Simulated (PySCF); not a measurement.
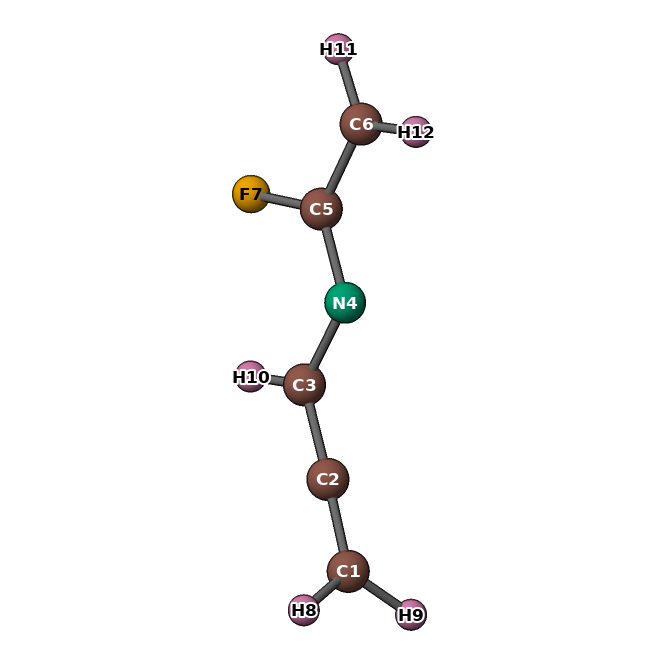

The questions are on Mulliken spin populations. Charge 0, doublet. The computed structure is the end point of a GFN2-xTB optimisation. No frequency run is at hand to confirm it as a minimum. Method: UKS B3LYP, pcH-1 on C F H N, non-relativistic (PySCF 2.14.0).

List the Mulliken spin populations.

```json
{"atom": "C1", "value (e)": "−0.08"}
{"atom": "C2", "value (e)": "0.44"}
{"atom": "C3", "value (e)": "−0.17"}
{"atom": "N4", "value (e)": "0.40"}
{"atom": "C5", "value (e)": "−0.19"}
{"atom": "C6", "value (e)": "0.58"}
{"atom": "F7", "value (e)": "−0.01"}
{"atom": "H8", "value (e)": "0.03"}
{"atom": "H9", "value (e)": "0.03"}
{"atom": "H10", "value (e)": "0.00"}
{"atom": "H11", "value (e)": "−0.03"}
{"atom": "H12", "value (e)": "−0.02"}
```

Mulliken values depend strongly on the basis set.
